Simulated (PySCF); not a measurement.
# Single-point calculation, with input and output: NSF$_{3}$ (part 1 of 2)

NSF$_{3}$, SMILES N#S(F)(F)F, computed with NEVPT2/6-31+G*, RHF, in an applied electric field (PySCF 2.14.0).

The geometry comes from this level: PBE0-D4/def2-TZVP. Figures and captions count atoms from 1; the log counts them from 0 in places.

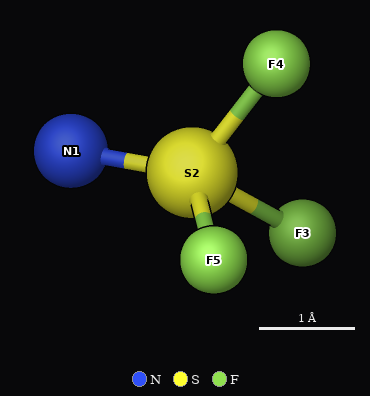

Figure 1. The input geometry (ball-and-stick view, seen at a tilt; atoms are numbered from 1 in the order of the input).

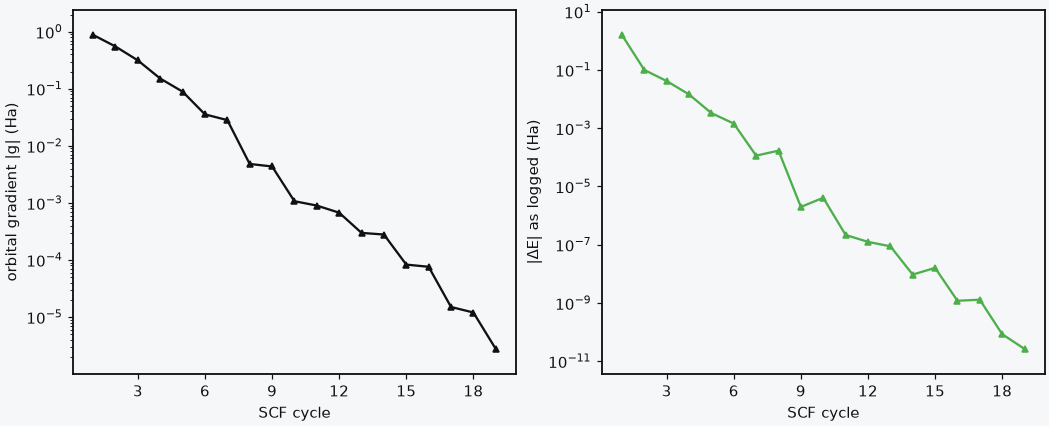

Figure 2. Convergence of the self-consistent field: orbital gradient |g| and size of the energy change against the SCF cycle. All cycles printed in the log are drawn one after another.

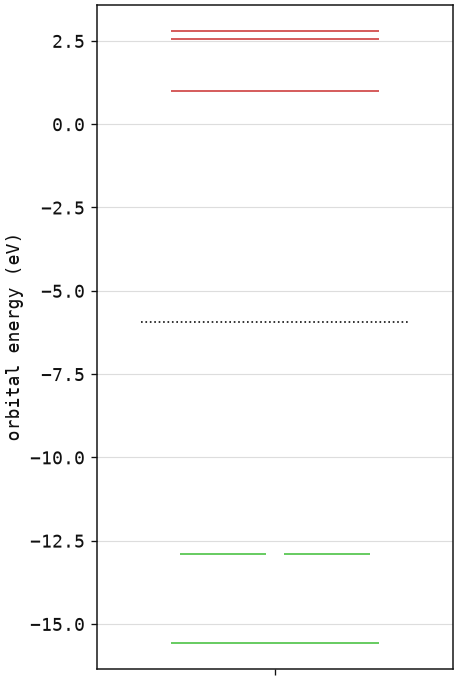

Figure 3. Orbital energies near the frontier (SCF reference); the dotted line parts filled from empty levels, and levels within 0.02 eV of each other stand side by side. Highest filled −12.90 eV, lowest empty 1.00 eV, 13.90 eV apart.

These pictures come from the run below.

The input (input.py):
```python
import numpy
from pyscf import gto, scf, mcscf, mrpt

mol = gto.M(
    atom='''
N   -0.349630  -0.004150   1.591380
S   -0.047340  -0.000560   0.215490
F    1.023370  -0.939300  -0.408980
F   -1.108620  -0.317610  -0.875740
F    0.482210   1.261610  -0.522150
''',
    verbose=4,
    max_memory=1860,
    basis='6-31+g*',
)

calc0 = scf.RHF(mol)
calc0 = calc0.density_fit(auxbasis='aug-cc-pvtz-jkfit')
calc0.DIIS = scf.ADIIS
field = numpy.array([0.0, 0.0, 0.01])  # atomic units
h1 = calc0.get_hcore() + numpy.einsum('x,xij->ij', field, mol.intor('int1e_r'))
calc0.get_hcore = lambda *args: h1
calc0.kernel()

uhf = scf.addons.convert_to_uhf(calc0)
uhf.kernel(uhf.make_rdm1(uhf.stability()[0], uhf.mo_occ))
noons, natorbs = mcscf.addons.make_natural_orbitals(uhf)
print('natural occupations', numpy.round(noons[:40], 4))
cas = mcscf.CASSCF(calc0, 6, 6)
cas.fix_spin_(ss=0.0)
cas.natorb = True
cas.kernel(natorbs)
e_pt2 = mrpt.NEVPT(cas).kernel()
energy = cas.e_tot + e_pt2
print('E = %.10f Eh' % energy)
calc0.analyze()
```

Run as:
```bash
OMP_NUM_THREADS=1 python input.py
```

Output:
```
PySCF version 2.14.0

[INPUT] num. atoms = 5
[INPUT] num. electrons = 50
[INPUT] charge = 0
[INPUT] spin (= nelec alpha-beta = 2S) = 0
[INPUT] symmetry False subgroup None
[INPUT] Mole.unit = angstrom
[INPUT] Symbol           X                Y                Z      unit          X                Y                Z       unit  Magmom
[INPUT]  1 N     -0.349630000000  -0.004150000000   1.591380000000 AA   -0.660704944932  -0.007842363417   3.007272360110 Bohr   0.0
[INPUT]  2 S     -0.047340000000  -0.000560000000   0.215490000000 AA   -0.089459634737  -0.001058246630   0.407217082583 Bohr   0.0
[INPUT]  3 F      1.023370000000  -0.939300000000  -0.408980000000 AA    1.933889024096  -1.775019748804  -0.772860190425 Bohr   0.0
[INPUT]  4 F     -1.108620000000  -0.317610000000  -0.875740000000 AA   -2.094988176215  -0.600195914423  -1.654908756327 Bohr   0.0
[INPUT]  5 F      0.482210000000   1.261610000000  -0.522150000000 AA    0.911244834527   2.384097376013  -0.986720495942 Bohr   0.0

nuclear repulsion = 284.226729033697
number of shells = 42
number of NR pGTOs = 179
number of NR cGTOs = 94
basis = 6-31+g*
ecp = {}

******** <class 'pyscf.df.df_jk.DFRHF'> ********
method = DFRHF
initial guess = minao
damping factor = 0
level_shift factor = 0
DIIS = <class 'pyscf.scf.diis.ADIIS'>
diis_start_cycle = 1
diis_space = 8
diis_damp = 0
SCF conv_tol = 1e-09
SCF conv_tol_grad = None
SCF max_cycles = 50
direct_scf = False
Overwritten attributes  get_hcore  of <class 'pyscf.df.df_jk.DFRHF'>
Set gradient conv threshold to 3.16228e-05
Initial guess from minao.
******** <class 'pyscf.df.df.DF'> ********
auxbasis = aug-cc-pvtz-jkfit
init E= -751.539479799176
  HOMO = -0.335638347914431  LUMO = 0.0136184542185673  gap/eV = 9.50376
cycle= 1 E= -749.954393633287  delta_E= 1.59  |g|= 0.878  |ddm|= 2.89
  HOMO = -0.527455863159249  LUMO = 0.00591410675528348  gap/eV = 14.51374
cycle= 2 E= -750.054633399581  delta_E= -0.1  |g|= 0.55  |ddm|= 1.41
  HOMO = -0.484215193499521  LUMO = 0.0429489180521743  gap/eV = 14.34487
cycle= 3 E= -750.096132601796  delta_E= -0.0415  |g|= 0.314  |ddm|= 0.833
  HOMO = -0.461349543288158  LUMO = 0.0341494934344011  gap/eV = 13.48322
cycle= 4 E= -750.110580421732  delta_E= -0.0144  |g|= 0.151  |ddm|= 0.462
  HOMO = -0.484857546445762  LUMO = 0.0389448729162707  gap/eV = 14.25339
cycle= 5 E= -750.113870742504  delta_E= -0.00329  |g|= 0.089  |ddm|= 0.268
  HOMO = -0.470267581853215  LUMO = 0.0361421788568319  gap/eV = 13.78011
cycle= 6 E= -750.115306371873  delta_E= -0.00144  |g|= 0.0356  |ddm|= 0.132
  HOMO = -0.477811787721992  LUMO = 0.0375928453583492  gap/eV = 14.02487
cycle= 7 E= -750.115420466206  delta_E= -0.000114  |g|= 0.0282  |ddm|= 0.0734
  HOMO = -0.473760598423531  LUMO = 0.036799525369978  gap/eV = 13.89305
cycle= 8 E= -750.115589138512  delta_E= -0.000169  |g|= 0.00481  |ddm|= 0.0348
  HOMO = -0.474769677820882  LUMO = 0.0369957294832206  gap/eV = 13.92585
cycle= 9 E= -750.115591118892  delta_E= -1.98e-06  |g|= 0.00435  |ddm|= 0.0116
  HOMO = -0.474107329887832  LUMO = 0.0368649820681721  gap/eV = 13.90426
cycle= 10 E= -750.115595201308  delta_E= -4.08e-06  |g|= 0.00107  |ddm|= 0.00549
  HOMO = -0.474297118670174  LUMO = 0.0369017638861808  gap/eV = 13.91043
cycle= 11 E= -750.115595417498  delta_E= -2.16e-07  |g|= 0.000898  |ddm|= 0.00287
  HOMO = -0.474101383083214  LUMO = 0.0368627830094952  gap/eV = 13.90404
cycle= 12 E= -750.115595542105  delta_E= -1.25e-07  |g|= 0.000673  |ddm|= 0.00163
  HOMO = -0.474207351512656  LUMO = 0.0368836126287779  gap/eV = 13.90749
cycle= 13 E= -750.115595630227  delta_E= -8.81e-08  |g|= 0.000298  |ddm|= 0.0012
  HOMO = -0.474135113580118  LUMO = 0.036869223094536  gap/eV = 13.90514
cycle= 14 E= -750.115595639649  delta_E= -9.42e-09  |g|= 0.000279  |ddm|= 0.000608
  HOMO = -0.4741752871864  LUMO = 0.0368771534781209  gap/eV = 13.90645
cycle= 15 E= -750.115595655687  delta_E= -1.6e-08  |g|= 8.29e-05  |ddm|= 0.000426
  HOMO = -0.474155541318044  LUMO = 0.0368732236235307  gap/eV = 13.90580
cycle= 16 E= -750.115595656881  delta_E= -1.19e-09  |g|= 7.59e-05  |ddm|= 0.000175
  HOMO = -0.474163575662057  LUMO = 0.036874810914878  gap/eV = 13.90606
cycle= 17 E= -750.115595658171  delta_E= -1.29e-09  |g|= 1.5e-05  |ddm|= 9.23e-05
  HOMO = -0.474163700808588  LUMO = 0.0368748338141205  gap/eV = 13.90607
cycle= 18 E= -750.115595658256  delta_E= -8.48e-11  |g|= 1.2e-05  |ddm|= 2.31e-05
  HOMO = -0.474162590632969  LUMO = 0.0368746110095381  gap/eV = 13.90603
Extra cycle  E= -750.115595658374  delta_E= -1.18e-10  |g|= 7e-06  |ddm|= 4.02e-05
converged SCF energy = -750.115595658374
uhf_internal: lowest eigs of H = [0.51129337 0.51394532 0.55245985]
<class 'pyscf.df.df_jk.DFUHF'> wavefunction is stable in the internal stability analysis

******** <class 'pyscf.df.df_jk.DFUHF'> ********
method = DFUHF
initial guess = minao
damping factor = 0
level_shift factor = 0
DIIS = <class 'pyscf.scf.diis.ADIIS'>
diis_start_cycle = 1
diis_space = 8
diis_damp = 0
SCF conv_tol = 1e-09
SCF conv_tol_grad = None
SCF max_cycles = 50
direct_scf = False
number electrons alpha = 25  beta = 25
Overwritten attributes  get_hcore  of <class 'pyscf.df.df_jk.DFUHF'>
Set gradient conv threshold to 3.16228e-05
init E= -750.115595658375
  alpha nocc = 25  HOMO = -0.47416279540962  LUMO = 0.0368746508814786
  beta  nocc = 25  HOMO = -0.47416279540962  LUMO = 0.0368746508814786
  HOMO = -0.47416279541  LUMO = 0.0368746508815  gap/eV = 13.90604
cycle= 1 E= -750.115595658402  delta_E= -2.64e-11  |g|= 2.76e-06  |ddm|= 1.7e-05
  alpha nocc = 25  HOMO = -0.474162159672715  LUMO = 0.0368745249855067
  beta  nocc = 25  HOMO = -0.474162159672715  LUMO = 0.0368745249855067
  HOMO = -0.474162159673  LUMO = 0.0368745249855  gap/eV = 13.90602
Extra cycle  E= -750.115595658417  delta_E= -1.5e-11  |g|= 1.98e-06  |ddm|= 8.31e-06
converged SCF energy = -750.115595658417  <S^2> = -4.2632564e-14  2S+1 = 1
natural occupations [2. 2. 2. 2. 2. 2. 2. 2. 2. 2. 2. 2. 2. 2. 2. 2. 2. 2. 2. 2. 2. 2. 2. 2.
 2. 0. 0. 0. 0. 0. 0. 0. 0. 0. 0. 0. 0. 0. 0. 0.]

******** <class 'pyscf.mcscf.df.DFCASSCF'> ********
CAS (3e+3e, 6o), ncore = 22, nvir = 66
max_cycle_macro = 50
max_cycle_micro = 4
conv_tol = 1e-07
conv_tol_grad = None
orbital rotation max_stepsize = 0.02
orbital rotation threshold for CI restart = 0.01
augmented hessian ah_max_cycle = 30
augmented hessian ah_conv_tol = 1e-12
augmented hessian ah_linear dependence = 1e-14
augmented hessian ah_level shift = 1e-08
augmented hessian ah_start_tol = 2.5
augmented hessian ah_start_cycle = 3
augmented hessian ah_grad_trust_region = 3
kf_trust_region = 3
kf_interval = 4
ci_response_space = 4
ci_grad_trust_region = 3
with_dep4 0
natorb = True
canonicalization = True
sorting_mo_energy = False
ao2mo_level = 2
internal_rotation = False
******** <class 'pyscf.fci.addons.SpinPenaltyFCISolver'> ********
max. cycles = 50
conv_tol = 1e-08
davidson only = True
linear dependence = 1e-12
level shift = 0.001
max iter space = 12
nroots = 1
pspace_size = 400
spin = None
DFCASCI/DFCASSCF: density fitting for JK matrix and 2e integral transformation
CASCI E = -750.115602239217  S^2 = 0.0000000
Set conv_tol_grad to 0.000316228
macro iter   1 (  1 JK    1 micro), CASSCF E = -750.115602239290  dE = -7.32143235e-11  S^2 = 0.0000000
               |grad[o]|=2.32e-05  |grad[c]|=2.96e-05  |ddm|=5.03e-07  |maxRot[o]|=    0
1-step CASSCF converged in   1 macro (  1 JK   1 micro) steps
CASSCF canonicalization

WARN: Active orbitals [0] (occs = [2.]) are canonicalized with core orbitals

WARN: Active orbitals [4 5] (occs = [6.18411675e-07 4.37700992e-07]) are canonicalized with external orbitals

Natural occ [2.00000000e+00 1.99999897e+00 1.99999846e+00 1.51513758e-06
 6.18411675e-07 4.37700992e-07]
Natural orbital (expansion on meta-Lowdin AOs) in CAS space
               #1        #2        #3        #4        #5
0 N 1s           0.00010  -0.00068   0.02187   0.00027   0.00074
0 N 2s           0.02113  -0.03409  -0.07552   0.00627  -0.00526
0 N 3s           0.00205  -0.00544  -0.02049   0.11258   0.08847
0 N 4s          -0.00120   0.00352   0.00989  -0.17067   0.14709
0 N 2px          0.65881  -0.05392   0.08388   0.01136  -0.00957
0 N 2py          0.43318   0.12105  -0.03963  -0.00500   0.00008
0 N 2pz          0.17108  -0.04803  -0.11199   0.00791   0.10537
0 N 3px          0.03365  -0.00448   0.00427   0.03130   0.00166
0 N 3py          0.02202   0.00933  -0.00251  -0.00653   0.00011
0 N 3pz          0.00776  -0.00374  -0.00624  -0.02365   0.02381
0 N 4px         -0.02957   0.00204   0.00207  -0.03318   0.00069
0 N 4py         -0.01910  -0.00190   0.00099   0.00529  -0.00134
0 N 4pz         -0.00530  -0.00604  -0.01944   0.04134  -0.03994
0 N 3dxy         0.00991   0.00141  -0.00021  -0.00211  -0.00045
0 N 3dyz        -0.04089  -0.00995   0.00327   0.00642  -0.00004
0 N 3dz^2       -0.02515   0.00386   0.00673   0.00116  -0.01543
0 N 3dxz        -0.05836   0.00396  -0.00784  -0.01207   0.00513
0 N 3dx2-y2      0.01864  -0.00083   0.00160   0.00242  -0.00113
1 S 1s          -0.00000   0.00267  -0.01267  -0.00018   0.00011
1 S 2s           0.00006   0.00812  -0.04240   0.00088  -0.00122
1 S 3s          -0.00381  -0.05154  -0.12775   0.02278   0.26266
1 S 4s          -0.00133   0.01146   0.03124   0.50196   0.31161
1 S 5s          -0.00021  -0.00220  -0.00633  -0.18578   0.57764
1 S 2px         -0.00166  -0.01589  -0.04019   0.00001  -0.00009
1 S 2py         -0.00116   0.06553  -0.02091  -0.00016  -0.00000
1 S 2pz         -0.00082   0.09581   0.17884   0.00017   0.00070
1 S 3px          0.35065  -0.03215  -0.01404  -0.00789   0.01395
1 S 3py          0.22719   0.04681  -0.02384   0.01152  -0.00043
1 S 3pz          0.06347   0.06107   0.23499  -0.03725  -0.15313
1 S 4px          0.00399   0.00269   0.01037   0.02056   0.01085
1 S 4py          0.00315   0.00038   0.00103  -0.04669  -0.00726
1 S 4pz          0.00417  -0.01635  -0.05380  -0.33615  -0.29216
1 S 5px         -0.00663  -0.00323  -0.00148   0.04935   0.03573
1 S 5py         -0.00455   0.00500  -0.00198  -0.06133  -0.00881
1 S 5pz         -0.00200   0.00271   0.01137   0.39011  -0.41554
1 S 3dxy        -0.01318   0.00560   0.00047   0.01627  -0.00040
1 S 3dyz         0.08362   0.00278   0.00017   0.00237   0.00025
1 S 3dz^2        0.05104  -0.00960  -0.02764  -0.00746  -0.04541
1 S 3dxz         0.12681   0.00313   0.01604   0.01587   0.01947
1 S 3dx2-y2      0.00521  -0.00210   0.00120   0.00783  -0.00270
2 F 1s          -0.00001  -0.02443   0.04575  -0.00051   0.00038
2 F 2s          -0.02166   0.03276   0.30079   0.00656  -0.05327
2 F 3s          -0.01153   0.00949   0.02158  -0.25171   0.03782
2 F 4s           0.00222   0.00334   0.00595   0.00078   0.14964
2 F 2px         -0.06102  -0.05637   0.31450  -0.00152   0.07407
2 F 2py         -0.07549  -0.62339  -0.10681   0.00317  -0.06451
2 F 2pz         -0.06406   0.38424   0.02691   0.00767  -0.03647
2 F 3px         -0.01944  -0.00711  -0.01004   0.15391   0.03340
2 F 3py         -0.02170   0.00538   0.01292  -0.08882  -0.03022
2 F 3pz         -0.00457  -0.00511  -0.01650   0.02622  -0.06142
2 F 4px          0.00074   0.00238  -0.01063   0.01286   0.02902
2 F 4py          0.01006   0.02563   0.00412   0.06002  -0.02711
2 F 4pz          0.00687  -0.01937  -0.01023  -0.03908  -0.07612
2 F 3dxy         0.00112   0.01956   0.01497   0.01074   0.01246
2 F 3dyz         0.00076  -0.00152   0.00009   0.01588  -0.00230
2 F 3dz^2        0.00300   0.01302   0.00919   0.02473   0.00268
2 F 3dxz         0.00659  -0.00847   0.00338  -0.01691   0.00323
2 F 3dx2-y2      0.01110   0.01398  -0.00524  -0.00162  -0.00094
3 F 1s          -0.00023   0.09686   0.02073  -0.00059   0.00042
3 F 2s           0.06472   0.10124   0.27483   0.00268  -0.06005
3 F 3s           0.05043   0.00796   0.02719  -0.33468   0.03939
3 F 4s          -0.01304   0.00215   0.00622   0.05201   0.17174
3 F 2px          0.08194  -0.04690  -0.44589  -0.00142  -0.07850
3 F 2py         -0.00266   0.12109  -0.17160  -0.00141  -0.02368
3 F 2pz          0.23684  -0.10112   0.04892   0.00408  -0.07418
3 F 3px          0.00458   0.00670   0.02033  -0.18817  -0.03991
3 F 3py         -0.00819  -0.00198   0.00659  -0.04780  -0.01223
3 F 3pz          0.00857  -0.00237  -0.00817  -0.10645  -0.09177
3 F 4px         -0.02501   0.00186   0.01877  -0.00088  -0.02698
3 F 4py         -0.00498  -0.00452   0.00656   0.01690  -0.00933
3 F 4pz         -0.03351   0.00109  -0.01325  -0.04119  -0.09456
3 F 3dxy         0.00154   0.00118  -0.01017  -0.00865  -0.00564
3 F 3dyz         0.00545   0.00206  -0.00498  -0.00329  -0.00286
3 F 3dz^2       -0.00084  -0.00166   0.00954   0.01961  -0.00174
3 F 3dxz         0.01868  -0.00434  -0.01304  -0.00379  -0.00884
3 F 3dx2-y2      0.00970  -0.00285  -0.01505  -0.01035  -0.00934
4 F 1s           0.00009  -0.01827   0.04391  -0.00054   0.00039
4 F 2s          -0.06262   0.14284   0.25276   0.00181  -0.05470
4 F 3s          -0.04152   0.00653   0.02428  -0.25762   0.03868
4 F 4s           0.00929   0.00109   0.00709   0.03355   0.15355
4 F 2px         -0.01668   0.51186  -0.04128   0.00262   0.03764
4 F 2py          0.08964  -0.24763   0.50097   0.00366   0.08839
4 F 2pz         -0.17752  -0.13966   0.15051   0.00671  -0.04508
4 F 3px         -0.01696   0.00299  -0.00558   0.08383   0.01585
4 F 3py          0.00961  -0.00495  -0.01820   0.20601   0.04302
4 F 3pz         -0.00783  -0.00349  -0.01463   0.03295  -0.06554
4 F 4px         -0.00566  -0.01975   0.00347   0.00631   0.01345
4 F 4py         -0.02482   0.01094  -0.02000   0.02892   0.03414
4 F 4pz          0.02171   0.00319  -0.01599   0.03629  -0.07894
4 F 3dxy         0.00016  -0.01076  -0.00964  -0.01161  -0.00805
4 F 3dyz         0.01083  -0.00123   0.00504  -0.01710   0.00481
4 F 3dz^2        0.00703  -0.00136   0.01349   0.02518   0.00178
4 F 3dxz         0.00585   0.00950  -0.00122  -0.00675   0.00273
4 F 3dx2-y2      0.01079  -0.01302   0.02097   0.00858   0.00912
               #6
0 N 1s           0.00044
0 N 2s          -0.03295
0 N 3s          -0.00959
0 N 4s           0.06274
0 N 2px          0.07419
0 N 2py         -0.04828
0 N 2pz          0.05437
0 N 3px          0.03139
0 N 3py         -0.01776
0 N 3pz         -0.02407
0 N 4px         -0.11496
0 N 4py          0.06267
0 N 4pz         -0.00421
0 N 3dxy        -0.00534
0 N 3dyz         0.00354
0 N 3dz^2       -0.01827
0 N 3dxz        -0.00155
0 N 3dx2-y2     -0.00023
1 S 1s           0.00005
1 S 2s          -0.00032
1 S 3s           0.07082
1 S 4s           0.09423
1 S 5s           0.12964
1 S 2px          0.00050
1 S 2py         -0.00030
1 S 2pz          0.00016
1 S 3px         -0.16153
1 S 3py          0.09020
1 S 3pz          0.01225
1 S 4px         -0.49019
1 S 4py          0.26697
1 S 4pz          0.10850
1 S 5px         -0.55681
1 S 5py          0.29837
1 S 5pz          0.16760
1 S 3dxy        -0.00067
1 S 3dyz        -0.00720
1 S 3dz^2       -0.00761
1 S 3dxz         0.01655
1 S 3dx2-y2     -0.00380
2 F 1s          -0.00023
2 F 2s           0.03149
2 F 3s          -0.00553
2 F 4s          -0.11255
2 F 2px         -0.00937
2 F 2py          0.01084
2 F 2pz          0.01018
2 F 3px         -0.08373
2 F 3py          0.02986
2 F 3pz          0.07833
2 F 4px         -0.09083
2 F 4py          0.02874
2 F 4pz          0.05625
2 F 3dxy        -0.01056
2 F 3dyz         0.00608
2 F 3dz^2       -0.00348
2 F 3dxz        -0.00866
2 F 3dx2-y2     -0.00021
3 F 1s           0.00018
3 F 2s          -0.02974
3 F 3s           0.01658
3 F 4s           0.10057
3 F 2px         -0.02646
3 F 2py         -0.01442
3 F 2pz         -0.03221
3 F 3px         -0.13315
3 F 3py          0.06600
3 F 3pz          0.00900
3 F 4px         -0.12506
3 F 4py          0.08371
3 F 4pz          0.03334
3 F 3dxy        -0.00818
3 F 3dyz        -0.00200
3 F 3dz^2       -0.00252
3 F 3dxz        -0.00351
3 F 3dx2-y2     -0.00174
4 F 1s           0.00007
4 F 2s          -0.01244
4 F 3s           0.00842
4 F 4s           0.03918
4 F 2px          0.01725
4 F 2py          0.01830
4 F 2pz         -0.01156
4 F 3px         -0.11208
4 F 3py          0.08036
4 F 3pz          0.03060
4 F 4px         -0.13857
4 F 4py          0.07750
4 F 4pz          0.03456
4 F 3dxy        -0.00824
4 F 3dyz        -0.00175
```
